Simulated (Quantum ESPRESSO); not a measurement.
## How far to go with the k-point mesh: K (Im-3m, 1 atom in the cell)

```yaml
crystal:
  lattice:
    - [2.65320, 2.65320, 2.65320]
    - [-2.65320, 2.65320, 2.65320]
    - [-2.65320, -2.65320, 2.65320]
  atoms:
    - { symbol: K, position: [0.00000, 0.00000, 0.00000] }
```

Method of the run: PBE, PseudoDojo standard norm-conserving (PBE) pseudopotentials (plane waves; Quantum ESPRESSO).

Base settings: ecutwfc = 75 Ry; occupations = smearing; smearing = fd; degauss = 0.0073499 Ry; potentials = {K: K.upf}; K_POINTS = automatic 9 9 9 0 0 0; conv_thr = 1e-08 Ry; mixing_beta = 0.4.

Only quantities that move along the ladder and can be compared are tabulated.

The count of work is k-points × plane waves × bands × iterations; it is no time. Core times come from one kind of shared machine, to one figure; runs under 30 s give none.

The starting cell has typed, rounded lattice constants, without a prior relaxation at this level. Its lattice was rescaled by up to half a per cent.

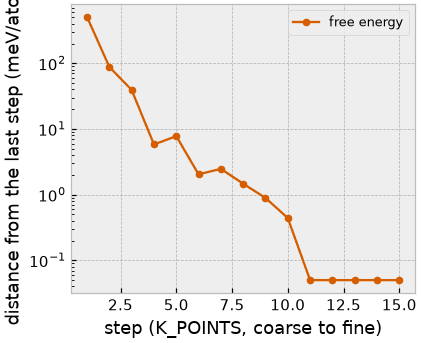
Figure. Distance from the last step along the ladder; very small values are drawn at a floor.

```tsv
K_POINTS	free energy less the last step's (meV/atom)	pressure (GPa)	count of work / last	core time / last (rough)
automatic 2 2 2 0 0 0	506.46	0.31	0.0044	–
automatic 3 3 3 0 0 0	-88.08	-0.15	0.0050	–
automatic 4 4 4 0 0 0	39.31	0.05	0.012	–
automatic 5 5 5 0 0 0	-5.82	-0.04	0.013	–
automatic 6 6 6 0 0 0	7.78	-0.01	0.020	–
automatic 7 7 7 0 0 0	-2.04	-0.04	0.029	–
automatic 8 8 8 0 0 0	2.47	-0.03	0.043	–
automatic 9 9 9 0 0 0	-1.47	-0.04	0.044	–
automatic 10 10 10 0 0 0	0.89	-0.03	0.069	–
automatic 11 11 11 0 0 0	-0.44	-0.04	0.082	–
automatic 13 13 13 0 0 0	0.02	-0.04	0.12	0.10
automatic 14 14 14 0 0 0	-0.05	-0.03	0.13	0.1
automatic 17 17 17 0 0 0	0.03	-0.03	0.21	0.2
automatic 21 21 21 0 0 0	0.01	-0.04	0.42	0.4
automatic 23 23 23 0 0 0	0.01	-0.04	0.54	0.4
automatic 29 29 29 0 0 0	0.00	-0.04	1.0	1
```

Coarsest K_POINTS that holds the free energy within 0.5 meV/atom of the last step, with all finer ones: automatic 11 11 11 0 0 0, at 0.082 of the last step's count of work; the step before is off by 0.89 meV/atom.

Coarsest K_POINTS that holds the pressure within 0.2 GPa of the last step, with all finer ones: automatic 3 3 3 0 0 0, at 0.0050 of the last step's count of work; the step before is off by 0.34 GPa.
